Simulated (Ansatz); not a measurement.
Formation energy of the bound charge states of Si on the Hf site + O vacancy (Si_Hf+V_O) in monoclinic HfO2 (start: the Hf site; O(1,3-fold) 2.05 Å away; 96-site cell, 2×2×2 shifted sampling) against the Fermi level, Hf-rich (Δμ(Hf) = 0.00 eV, Δμ(O) = -5.19 eV, Δμ(Si) = -2.22 eV, bounded by Hf2Si (I4/mcm); only phases computed here count, gases as isolated molecules at 0 K). Calculation: PBE, PAW (plane waves to 420 eV; Ansatz, an electronic-structure program).

Details: 96-site cell; 2×2×2 shifted k-points; host gap 4.04 eV; charged states image-corrected; no spin–orbit coupling; energies good to tenths of an eV; flagged in the runs: a host whose relaxation on this sampling wasn't shown to rest, a strain field that reaches the edge of the cell.

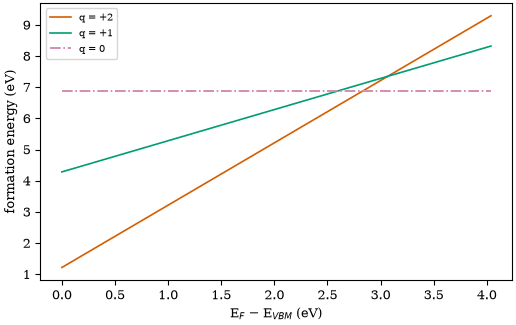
*Formation energy of each charge state against the Fermi level*

Crossings of the lowest lines: (+2/0) at 2.82 eV. At the valence-band maximum: q = +2: 1.21 eV; q = +1: 4.28 eV; q = 0: 6.86 eV.
